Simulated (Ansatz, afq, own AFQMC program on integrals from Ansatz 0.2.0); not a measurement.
# BH3 (triplet): quantum Monte Carlo beside coupled cluster at distance B1–H4 = 1.033 Å, 6-31G, part 2 of 2

Ansatz 0.2.0, Gaussian basis, and an in-house AFQMC program (afq) on its integrals; all values are calculated; 6-31G, frozen cores. Earlier steps stand in the parts before.

**14. Phaseless AFQMC, CISD trial on UHF**

It reads the integrals that the CCSD(T) run on this determinant wrote.

The run is started by

```
$ afq ham --method phaseless --trial cisd --walkers 4000 --populations 20 --least-time 60 --time-step 0.005 --steps-per-block 50 --equilibration-blocks 28 --max-blocks 4000 --target-error 0.00015 --factor-cut 1e-05 --start spin_pure --seed 5519 --release-times 0.24,0.51,0.99,1.62,2.4 --release-step 0.03 --release-every 3 --taylor-order 6
```

The program printed:

```text
orbitals 14  electrons 4 2  factors 89 of 222
reference energy -26.20622816 Eh
CCSD correlation -0.06479457 Eh in 11 cycles, weight of the determinant in the CISD state 0.9613
energy of the start -26.270989 Eh
 block  time / (1/Eh)  mean weight  energy / Eh
     1     0.250  1.0001  -26.270857
     2     0.500  0.9999  -26.271083
     3     0.750  1.0000  -26.271271
     4     1.000  0.9999  -26.271501
     5     1.250  1.0000  -26.271604
     6     1.500  1.0000  -26.271678
     7     1.750  1.0000  -26.271827
     8     2.000  1.0000  -26.271941
     9     2.250  1.0000  -26.272038
    10     2.500  1.0000  -26.271953
    11     2.750  1.0001  -26.272039
    12     3.000  1.0001  -26.272159
    13     3.250  1.0000  -26.272082
    14     3.500  1.0000  -26.272052
    15     3.750  1.0000  -26.272253
    16     4.000  1.0000  -26.272136
    17     4.250  1.0001  -26.272072
    18     4.500  1.0000  -26.271966
    19     4.750  1.0000  -26.271970
    20     5.000  0.9998  -26.272017
    21     5.250  0.9999  -26.271998
    22     5.500  0.9999  -26.272121
    23     5.750  0.9999  -26.272084
    24     6.000  0.9999  -26.272118
    25     6.250  1.0002  -26.272168
    26     6.500  0.9998  -26.272128
    27     6.750  0.9999  -26.272101
    28     7.000  1.0001  -26.272148
    29     7.250  1.0000  -26.272207
    30     7.500  1.0001  -26.272134
    31     7.750  1.0000  -26.272238
    32     8.000  0.9999  -26.272231
    33     8.250  0.9999  -26.272229
    34     8.500  1.0001  -26.272312
    35     8.750  1.0002  -26.272250
    36     9.000  0.9998  -26.272116
    37     9.250  1.0000  -26.272035
    38     9.500  1.0001  -26.271943
    39     9.750  0.9999  -26.271892
    40    10.000  1.0001  -26.271970
    41    10.250  1.0000  -26.271962
    42    10.500  1.0001  -26.272072
    43    10.750  0.9999  -26.272033
    44    11.000  0.9999  -26.272039
    45    11.250  1.0000  -26.272061
    46    11.500  1.0000  -26.271961
    47    11.750  1.0000  -26.271985
    48    12.000  0.9999  -26.272013
    49    12.250  0.9999  -26.272068
    50    12.500  0.9999  -26.272075
    51    12.750  1.0000  -26.272028
    52    13.000  1.0002  -26.272010
    53    13.250  1.0000  -26.272098
    54    13.500  1.0000  -26.272113
    55    13.750  0.9999  -26.271989
    56    14.000  0.9999  -26.272014
    57    14.250  1.0001  -26.271954
    58    14.500  1.0000  -26.272043
    59    14.750  1.0001  -26.272115
    60    15.000  1.0000  -26.272084
    61    15.250  0.9999  -26.272084
    62    15.500  1.0000  -26.272061
    63    15.750  0.9999  -26.271980
    64    16.000  0.9999  -26.272092
    65    16.250  1.0000  -26.272112
    66    16.500  1.0000  -26.272060
    67    16.750  1.0000  -26.272138
    68    17.000  1.0001  -26.272035
    69    17.250  0.9999  -26.272089
    70    17.500  1.0000  -26.272098
    71    17.750  1.0000  -26.272144
    72    18.000  1.0000  -26.272169
    73    18.250  1.0001  -26.272148
    74    18.500  0.9999  -26.272113
    75    18.750  1.0000  -26.272058
    76    19.000  1.0000  -26.272125
    77    19.250  1.0001  -26.271994
    78    19.500  0.9998  -26.272026
error from the spread of 20 populations
released: time / (1/Eh)  energy / Eh  error  mean overlap
  0.24  -26.272072  0.000019  1.0004
  0.51  -26.272090  0.000012  0.9999
  0.99  -26.272098  0.000012  1.0020
  1.62  -26.272113  0.000008  1.0007
  2.40  -26.272090  0.000015  1.0033
energy -26.272076 +/- 0.000022 Eh
```

It took 23 s on 1 × NVIDIA H100 80GB HBM3 with 2 threads of AMD EPYC 7R13 (Zen 3), shared host.

Energy -714.8996 ± 0.0006 eV. Caveats: constraint bias not in the error.

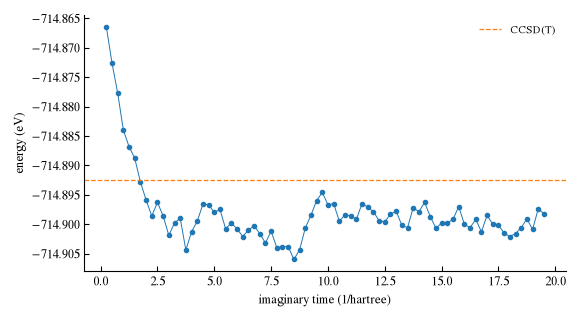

Block energies along the walk.

**15. Phaseless AFQMC, single-determinant trial on UHF**

It reads the integrals that the CCSD(T) run on this determinant wrote.

The run is started by

```
$ afq ham --method phaseless --trial hf --walkers 4000 --populations 20 --least-time 40 --time-step 0.005 --steps-per-block 20 --equilibration-blocks 112 --max-blocks 4000 --target-error 0.0007499999999999999 --factor-cut 1e-05 --start spin_pure --seed 647 --taylor-order 6
```

The program printed:

```text
orbitals 14  electrons 4 2  factors 89 of 222
reference energy -26.20622816 Eh
CCSD correlation -0.06479457 Eh in 11 cycles, weight of the determinant in the CISD state 0.9613
energy of the start -26.206391 Eh
 block  time / (1/Eh)  mean weight  energy / Eh
     1     0.100  1.0002  -26.217904
     2     0.200  1.0003  -26.226645
     3     0.300  1.0004  -26.234180
     4     0.400  1.0006  -26.240426
     5     0.500  1.0003  -26.245559
     6     0.600  1.0002  -26.249846
     7     0.700  1.0002  -26.253242
     8     0.800  1.0003  -26.255154
     9     0.900  1.0002  -26.256776
    10     1.000  1.0000  -26.258870
    13     1.300  1.0002  -26.263057
    17     1.700  1.0001  -26.267216
    21     2.100  1.0001  -26.268918
    25     2.500  1.0000  -26.271702
    29     2.900  1.0000  -26.272141
    33     3.300  0.9999  -26.271159
    37     3.700  1.0001  -26.269856
    41     4.100  1.0001  -26.270009
    45     4.500  0.9999  -26.270694
    49     4.900  1.0000  -26.272476
    53     5.300  1.0002  -26.273310
    57     5.700  0.9999  -26.272193
    61     6.100  0.9998  -26.271727
    65     6.500  1.0000  -26.270479
    69     6.900  0.9999  -26.271446
    73     7.300  1.0002  -26.273774
    77     7.700  1.0000  -26.273135
    81     8.100  0.9999  -26.271191
    85     8.500  1.0001  -26.270584
    89     8.900  0.9998  -26.271340
    93     9.300  1.0000  -26.271382
    97     9.700  1.0000  -26.271509
   101    10.100  1.0000  -26.270542
   105    10.500  1.0001  -26.272422
   109    10.900  1.0000  -26.270787
   113    11.300  0.9999  -26.271312
   117    11.700  0.9999  -26.269899
   121    12.100  1.0001  -26.270319
   125    12.500  1.0001  -26.271000
   129    12.900  1.0000  -26.271395
   133    13.300  1.0002  -26.272493
   137    13.700  0.9999  -26.271356
   141    14.100  1.0002  -26.270519
   145    14.500  1.0001  -26.271357
   149    14.900  1.0000  -26.271168
   153    15.300  1.0000  -26.271512
   157    15.700  1.0001  -26.271071
   161    16.100  1.0001  -26.272309
   165    16.500  0.9999  -26.270940
   169    16.900  0.9999  -26.271769
   173    17.300  1.0001  -26.272731
   177    17.700  0.9999  -26.271231
   181    18.100  0.9998  -26.271620
   185    18.500  1.0001  -26.272657
   189    18.900  0.9999  -26.271778
error from the spread of 20 populations
energy -26.271541 +/- 0.000383 Eh
```

It took 17 s on 1 × NVIDIA H100 80GB HBM3 with 2 threads of AMD EPYC 7R13 (Zen 3), shared host.

Energy -714.8850 ± 0.0104 eV. Caveats: constraint bias not in the error.

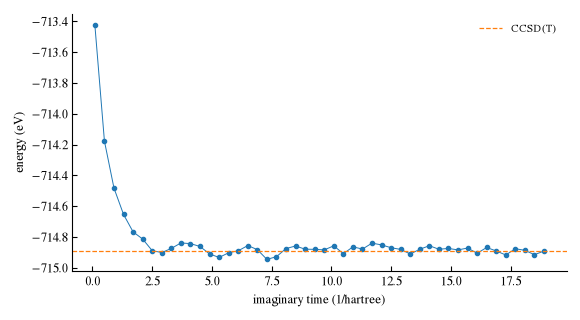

Block energies along the walk.

**16. Free-projection AFQMC, CISD trial on UHF**

It reads the integrals that the CCSD(T) run on this determinant wrote.

The run is started by

```
$ afq ham --method free --trial cisd --walkers 4000 --time-step 0.03 --max-blocks 4000 --target-error 0.0003 --factor-cut 1e-05 --seed 6180 --times 0,0.3,0.6,1.2,1.8,2.4,3.6,4.8,6 --taylor-order 8
```

The program printed:

```text
orbitals 14  electrons 4 2  factors 89 of 222
reference energy -26.20622816 Eh
CCSD correlation -0.06479457 Eh in 11 cycles, weight of the determinant in the CISD state 0.9613
repeat  energy at the last time / Eh  error
    10  -26.272109  0.000017
    20  -26.272112  0.000012
    30  -26.272107  0.000010
time / (1/Eh)  energy / Eh  error  mean overlap
  0.00  -26.271020  0.000003  1.0403
  0.30  -26.271581  0.000004  1.0409
  0.60  -26.271839  0.000007  1.0408
  1.20  -26.272012  0.000005  1.0412
  1.80  -26.272076  0.000006  1.0417
  2.40  -26.272105  0.000009  1.0423
  3.60  -26.272113  0.000009  1.0424
  4.80  -26.272116  0.000010  1.0424
  6.00  -26.272107  0.000010  1.0432
energy -26.272107 +/- 0.000010 Eh
```

Run time: 16 s. Hardware: 1 × NVIDIA H100 80GB HBM3 with 2 threads of AMD EPYC 7R13 (Zen 3), shared host.

Energy -714.9004 ± 0.0003 eV. Caveats: remainder of the start not in the error.

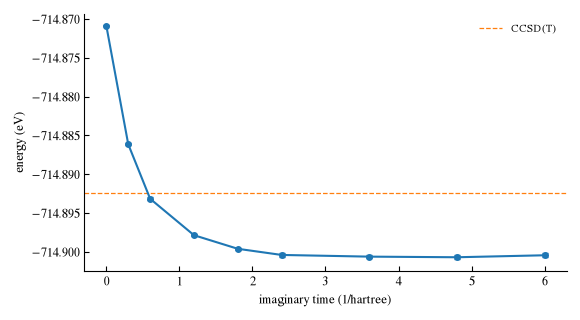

Energy against projection time, with error bars.

**17. Phaseless AFQMC, first-order trial on UHF (settings varied)**

It reads the integrals that the CCSD(T) run on this determinant wrote.

The run is started by

```
$ afq ham --method phaseless --trial mp1 --walkers 160 --populations 1 --least-time 40 --time-step 0.02 --steps-per-block 25 --equilibration-blocks 12 --max-blocks 80 --target-error 0.00058 --factor-cut 1e-05 --start spin_pure --seed 3761 --release-times 0.3,0.6,0.9,1.2 --release-step 0.02 --release-every 2 --taylor-order 6
```

The program printed:

```text
orbitals 14  electrons 4 2  factors 89 of 222
reference energy -26.20622816 Eh
CCSD correlation -0.06479457 Eh in 11 cycles, weight of the determinant in the CISD state 0.9613
energy of the start -26.255019 Eh
 block  time / (1/Eh)  mean weight  energy / Eh
     1     0.500  0.9994  -26.263551
     2     1.000  1.0026  -26.267988
     3     1.500  1.0026  -26.268722
     4     2.000  0.9971  -26.270488
     5     2.500  1.0000  -26.270986
     6     3.000  0.9967  -26.272802
     7     3.500  1.0038  -26.271667
     8     4.000  1.0001  -26.271594
     9     4.500  0.9993  -26.273340
    10     5.000  1.0015  -26.270781
    11     5.500  0.9962  -26.270880
    13     6.500  1.0011  -26.271373
    15     7.500  0.9965  -26.271302
    17     8.500  1.0031  -26.271790
    19     9.500  0.9991  -26.273285
    21    10.500  0.9970  -26.273932
    23    11.500  1.0028  -26.271329
    25    12.500  0.9997  -26.271264
    27    13.500  0.9980  -26.271053
    29    14.500  1.0015  -26.271726
    31    15.500  0.9996  -26.272392
    33    16.500  1.0015  -26.270408
    35    17.500  0.9975  -26.270842
    37    18.500  0.9996  -26.269564
    39    19.500  1.0008  -26.272907
    41    20.500  0.9980  -26.271904
    43    21.500  0.9955  -26.273370
    45    22.500  1.0000  -26.270797
    47    23.500  1.0015  -26.272471
    49    24.500  1.0003  -26.271558
    51    25.500  1.0001  -26.271901
    53    26.500  0.9958  -26.273407
    55    27.500  0.9980  -26.271094
    57    28.500  1.0001  -26.270338
    59    29.500  0.9982  -26.272367
    61    30.500  0.9992  -26.270941
    63    31.500  0.9992  -26.270671
    65    32.500  0.9978  -26.272142
    67    33.500  1.0004  -26.272483
    69    34.500  1.0014  -26.272725
    71    35.500  0.9997  -26.271475
    73    36.500  1.0037  -26.271984
    75    37.500  1.0016  -26.269825
    77    38.500  1.0001  -26.269381
    79    39.500  1.0009  -26.269648
    81    40.500  1.0010  -26.271288
    83    41.500  1.0008  -26.272133
    85    42.500  1.0007  -26.270681
    87    43.500  1.0005  -26.272495
    89    44.500  0.9972  -26.272411
    91    45.500  1.0004  -26.271425
blocks merged  error / Eh  count
     1  0.000131  80
     2  0.000139  40
     4  0.000155  20
     8  0.000149  10
released: time / (1/Eh)  energy / Eh  error  mean overlap
  0.30  -26.271889  0.000171  0.9954
  0.60  -26.272003  0.000131  0.9947
  0.90  -26.271862  0.000186  1.0002
  1.20  -26.271778  0.000188  1.0013
energy -26.271608 +/- 0.000155 Eh
```

Wall time 16 s (1 × NVIDIA H100 80GB HBM3 with 2 threads of AMD EPYC 7R13 (Zen 3), shared host).

Energy -714.8869 ± 0.0042 eV. Caveats: constraint bias not in the error.

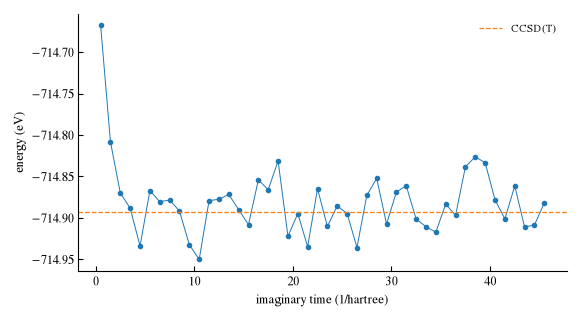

Block energies along the walk.

**18. Free-projection AFQMC, CID trial on UHF (settings varied)**

It reads the integrals that the CCSD(T) run on this determinant wrote.

The run is started by

```
$ afq ham --method free --trial cid --walkers 50 --time-step 0.05 --max-blocks 30 --target-error 0.00058 --factor-cut 1e-05 --seed 7766 --times 0.0,0.5,1.0,2.0,3.0,4.0 --taylor-order 10
```

The program printed:

```text
orbitals 14  electrons 4 2  factors 89 of 222
reference energy -26.20622816 Eh
CCSD correlation -0.06479457 Eh in 11 cycles, weight of the determinant in the CISD state 0.9613
repeat  energy at the last time / Eh  error
    10  -26.272041  0.000143
    20  -26.272207  0.000120
    30  -26.272265  0.000101
time / (1/Eh)  energy / Eh  error  mean overlap
  0.00  -26.271022  0.000026  1.0398
  0.50  -26.271808  0.000054  1.0338
  1.00  -26.271994  0.000059  1.0305
  2.00  -26.272192  0.000081  1.0269
  3.00  -26.272074  0.000088  1.0472
  4.00  -26.272265  0.000101  1.0224
energy -26.272265 +/- 0.000101 Eh
```

Wall time 4.9 s (1 × NVIDIA H100 80GB HBM3 with 2 threads of AMD EPYC 7R13 (Zen 3), shared host).

Energy -714.9047 ± 0.0028 eV. Caveats: remainder of the start not in the error.

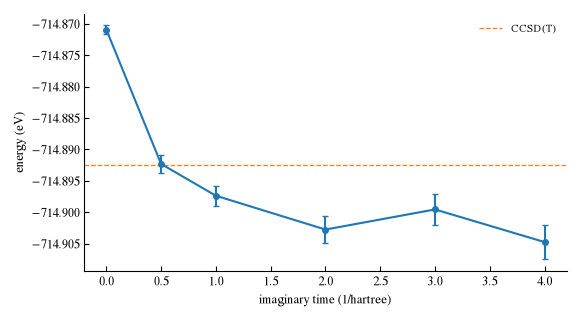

Energy against projection time, with error bars.

**19. AFQMC on the ladder**

The full CI on restricted orbitals is not used as the yardstick for these unrestricted rows.

On the UHF determinant, counted from CCSDTQ (a yardstick, not exact):

```csv
level,energy (eV),from CCSDTQ (kJ/mol),statistical error (kJ/mol),time
HF,-713.1078,+173.0,,
MP2,-714.4258,+45.8,,
CCSD,-714.8709,+2.8,,
CCSD(T),-714.8924,+0.8,,
CCSDT(Q),-714.9004,0.0,,
CCSDTQ,-714.9005,0.0,,
"Phaseless AFQMC, CISD trial, step 0.005, 4000 walkers",-714.8996,+0.1,0.1,23 s
"Phaseless AFQMC, single-determinant trial, step 0.005, 4000 walkers",-714.8850,+1.5,1.0,17 s
"Free-projection AFQMC, CISD trial, step 0.03, 4000 walkers",-714.9004,0.0,0.0,16 s
"Phaseless AFQMC, first-order trial, step 0.02, 160 walkers",-714.8869,+1.3,0.4,16 s
"Free-projection AFQMC, CID trial, step 0.05, 50 walkers",-714.9047,-0.4,0.3,4.9 s
```

The functionals' totals stand on their own zeros and serve differences with other points: PBE -717.508 eV; r2SCAN -718.472 eV; PBE0 -717.791 eV; B3LYP -719.095 eV; wB97M-V -717.875 eV; B2PLYP -717.335 eV.

**20. What came out**

What follows sums up all 2 parts.

```
                                                    quantity              value
                                  CCSD(T) on UHF from CCSDTQ        +0.8 kJ/mol
              Phaseless AFQMC, CISD trial on UHF from CCSDTQ  +0.1 ± 0.1 kJ/mol
Phaseless AFQMC, single-determinant trial on UHF from CCSDTQ  +1.5 ± 1.0 kJ/mol
        Free-projection AFQMC, CISD trial on UHF from CCSDTQ   0.0 ± 0.0 kJ/mol
```

In words: On UHF the phaseless walk with the CISD trial lies +0.1 kJ/mol from CCSDTQ, within three error bars. Free projection has no constraint; at the last time it gives 0.0 ± 0.0 kJ/mol, and from a start that isn't spin pure other spins can mix in. Error bars are statistical and leave out the constraint, the time step and what remains of the start.
